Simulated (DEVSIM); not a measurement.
Device: Ti/La2O3/p-Si capacitor, at 300 K.

```csv
layer (left to right),material,thickness (nm),Na (cm⁻³)
1,La2O3,2.90,-
2,Si,380,2.3e17
```

Metal gate on the left, work function 4.33 eV. Fixed charge at the semiconductor interface 2.2e10 cm⁻² (in units of +e); no interface traps.

The device is made up for the run: typed textbook-type constants, with dimensions and the other settings drawn at random. Values at 300 K.

```
parameter      La2O3       Si
-------------  -----  -------
gap (eV)         5.8    1.124
affinity (eV)    1.8     4.05
permittivity      27     11.7
Nc (cm⁻³)          -  2.86e19
Nv (cm⁻³)          -   3.1e19
```

DEVSIM, 1D Poisson equation in equilibrium, Boltzmann statistics, complete ionisation; no quantum confinement or tunnelling. Metal contacts follow the ideal Schottky-Mott rule: no Fermi-level pinning, no interface dipoles.

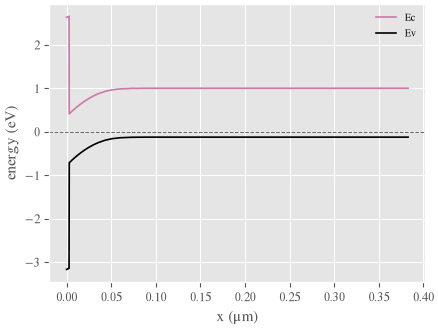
*Band edges at -0.1 V on the gate*

Energies count from the Fermi level of the right contact; mesh points crowd at the junctions.

```tsv
x (μm)	Ec (eV)	Ev (eV)	n (cm⁻³)	p (cm⁻³)	field (V/cm)
0.000	2.630	-3.170	< 1e2	< 1e2	86000
0.0006693	2.636	-3.164	< 1e2	< 1e2	86000
0.001405	2.642	-3.158	< 1e2	< 1e2	86000
0.002146	2.648	-3.152	< 1e2	< 1e2	86000
0.003068	0.408	-0.716	3.9e12	2.9e7	200000
0.004023	0.427	-0.697	1.9e12	6.1e7	200000
0.005659	0.459	-0.665	5.6e11	2.1e8	190000
0.009698	0.533	-0.591	3.1e10	3.7e9	180000
0.01539	0.628	-0.496	8.1e8	1.4e11	160000
0.02595	0.773	-0.351	2900000	4.0e13	120000
0.04324	0.926	-0.198	8000	1.4e16	58000
0.08596	0.996	-0.128	520	2.2e17	890
0.1461	0.997	-0.127	510	2.3e17	≈ 0
0.2331	0.997	-0.127	510	2.3e17	≈ 0
0.3121	0.997	-0.127	510	2.3e17	≈ 0
0.3421	0.997	-0.127	510	2.3e17	≈ 0
0.3596	0.997	-0.127	510	2.3e17	≈ 0
0.3698	0.997	-0.127	510	2.3e17	≈ 0
0.3770	0.997	-0.127	510	2.3e17	≈ 0
0.3800	0.997	-0.127	510	2.3e17	≈ 0
0.3817	0.997	-0.127	510	2.3e17	≈ 0
0.3829	0.997	-0.127	510	2.3e17	≈ 0
```
